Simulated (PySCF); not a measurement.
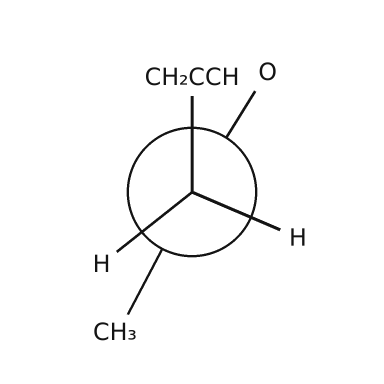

A Newman projection along the C–C bond, carbon in front; angles are drawn as computed, but eclipsed bonds slightly apart. Geometry: a frame of a GFN2-xTB molecular-dynamics simulation, not a minimum.

Which molecule is it?

Answer. C6H8O, C#CCCC(C)=O

What is the torsion angle from the front CH2CCH to the back O? The sign is positive where the front bond must turn clockwise to cover the back bond.

Answer. 32°, synclinal (gauche).
